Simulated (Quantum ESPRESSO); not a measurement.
## What a tighter setting buys: conv_thr, K2S2NO7 (P-1, 24 atoms in the cell)

Cell: a = 7.0465 Å, b = 7.0662 Å, c = 7.3524 Å, α = 82.00°, β = 67.00°, γ = 75.00°.

Method of the run: LDA (PZ), GBRV 1.5 ultrasoft (LDA) pseudopotentials (plane waves; Quantum ESPRESSO).

Base settings: ecutwfc = 40 Ry; ecutrho = 200 Ry; occupations = smearing; smearing = gaussian; degauss = 0.0099958 Ry; K_POINTS = automatic 3 3 3 0 0 0; conv_thr = 1e-10 Ry; mixing_beta = 0.5.

Misses are taken against the tightest run, 7.3e-14 Ry, which need not be fully converged itself.

The count of work is k-points × plane waves × bands × iterations; it is no time, and leaves out set-up, grids and terms that scale otherwise. Core times come from one kind of shared machine and are given to one figure; runs under 30 s give none.

The starting cell comes from a database of published, mostly measured structures (it also holds non-ambient and calculated ones), without a prior relaxation at this level. Its lattice was rescaled by a random factor within 2.5 % of one. In the base run, with a pressure of about 15 GPa the cell is away from its equilibrium volume at this level. In the base run, forces exceed 1 eV/Å.

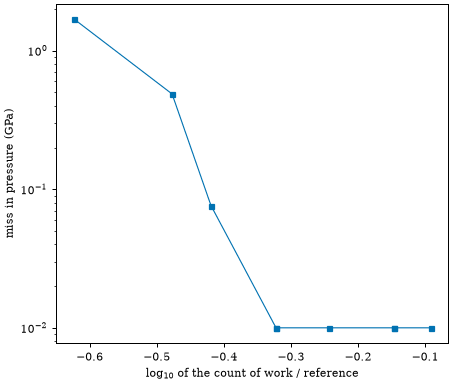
Fig. 1. Miss against the count of work; the reference run is not drawn, and misses under 0.01 GPa are drawn there.

| conv_thr | pressure less reference (GPa) | largest difference in the force on any atom (eV/Å) | count of work / reference | core time / reference (rough) |
|---|---|---|---|---|
| 0.0073 Ry | 1.69 | 0.482 | 0.24 | 0.3 |
| 0.00073 Ry | 0.49 | 0.117 | 0.33 | 0.4 |
| 7.3e-05 Ry | -0.08 | 0.065 | 0.38 | 0.3 |
| 7.3e-06 Ry | -0.01 | 0.006 | 0.48 | 0.4 |
| 7.3e-07 Ry | -0.01 | 0.006 | 0.48 | 0.4 |
| 7.3e-08 Ry | 0.00 | 0.004 | 0.57 | 0.5 |
| 7.3e-10 Ry | 0.00 | 0.000 | 0.71 | 0.7 |
| 1e-10 Ry | 0.00 | 0.000 | 0.71 | 0.7 |
| 7.3e-12 Ry | 0.00 | 0.000 | 0.81 | 0.9 |
| 7.3e-14 Ry | 0.00 | 0.000 | 1.0 | 1 |

Coarsest setting among those run that, with all tighter ones, holds the pressure within 1 GPa of the reference: 0.00073 Ry, off by 0.49 GPa; it needs 0.33 of the reference's count of work and about 0.4 of the reference's time.

Coarsest setting among those run that, with all tighter ones, holds the pressure within 0.1 GPa of the reference: 7.3e-05 Ry, off by 0.076 GPa; it needs 0.38 of the reference's count of work and about 0.3 of the reference's time.

The step from 0.00073 Ry to 7.3e-12 Ry: it takes the miss in the pressure from 0.49 to 0.000 GPa, for 2.4 times the count of work and roughly 2 times the time.
